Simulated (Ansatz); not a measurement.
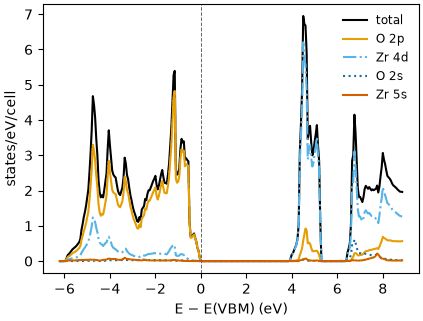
Total and projected density of states of ZrO2 (fluorite, space group No. 225), DFT-r²SCAN in the program Ansatz with PAW potentials

Which orbitals carry the states next to the gap?

Top 1 eV of the valence band: O 2p 93 %. Bottom 1 eV of the conduction band: Zr 4d 87 %, O 2p 11 %. Projections are on Löwdin-orthogonalised atomic valence shells; empty p or d shells of many metals are not among them.

Where is the tallest occupied peak in this window, and what makes it?

Near -1.1 eV, about 5.4 states/eV per cell; the largest projected share is O 2p.

Space group Fm-3m (fluorite). This is a known high-temperature phase of the composition, computed here at zero pressure and temperature. The cell was relaxed with r²SCAN under the symmetry of its start; whether a distortion lowers the energy is not shown. The run is not spin-polarised. Spin–orbit coupling is left out wherever it is not named.

Potentials: the later of the program's two PAW sets.
